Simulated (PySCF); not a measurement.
**C₃BN₃: electronic excitations and core binding energies**

What electronic excitations and core binding energies should C₃BN₃ (`N#CB(C#N)C#N`) show?

The runs use PySCF 2.14.0, with density-fitted response routines of our own; the level of theory stands in each step. All values are computed, except where a source is named. Atoms count from 0, in the outputs and in this text.

## (1) The starting structure

7 atoms, charge 0, multiplicity 1; geometry from: GFN2-xTB.

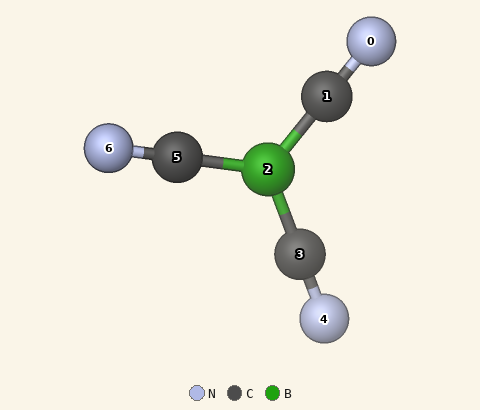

As it starts; nitrogen light blue, carbon dark grey, boron green, atoms numbered; sticks join atoms by distance.

## (2) TDDFT and polarisability: CAM-B3LYP/def2-SVPD

Job settings and geometry (Å):

```
{"job": {"kind": "uv", "xc": "CAM-B3LYP", "basis": "def2-SVPD", "nstates": 8, "ntriplets": 3}, "charge": 0, "multiplicity": 1}
N     -0.210398     2.655527    -0.072311
C     -0.120120     1.512142    -0.044301
B     -0.000161     0.000414    -0.005417
C      1.369846    -0.650325     0.011510
N      2.406651    -1.141193     0.026212
C     -1.248905    -0.860448     0.019269
N     -2.193580    -1.511213     0.037959
```

With the program's defaults for keys left out, this is: TDDFT CAM-B3LYP/def2-SVPD, vertical, gas phase, core orbitals frozen in the response.

**Question.** This job is followed by: delta-SCF UKS SCAN, pcX-2 on the ionised atom, pcseg-1 elsewhere, spin-free X2C. What will the session give for the following? lowest singlet (CAM-B3LYP/def2-SVPD); brightest single state of those computed; lowest triplet; N1s binding energies, SCAN/pcX-2; C1s binding energies, SCAN/pcX-2.

The runs gave:

```
                                quantity                        value
    lowest singlet (CAM-B3LYP/def2-SVPD)  4.51 eV (275 nm), f = 0.000
brightest single state of those computed  state 5, 5.54 eV, f = 0.161
                          lowest triplet                      4.16 eV
        N1s binding energies, SCAN/pcX-2                 N0 406.81 eV
        C1s binding energies, SCAN/pcX-2                 C1 293.37 eV
```

What this shows: The lowest singlet, at 4.51 eV, is HOMO→LUMO 0.96 and is dark; of the 8 states computed, the strongest absorption comes from states 4 to 5 together at 5.54 eV. The lowest triplet lies 0.35 eV below the lowest singlet (triplets in Tamm-Dancoff, singlets in full TDDFT).
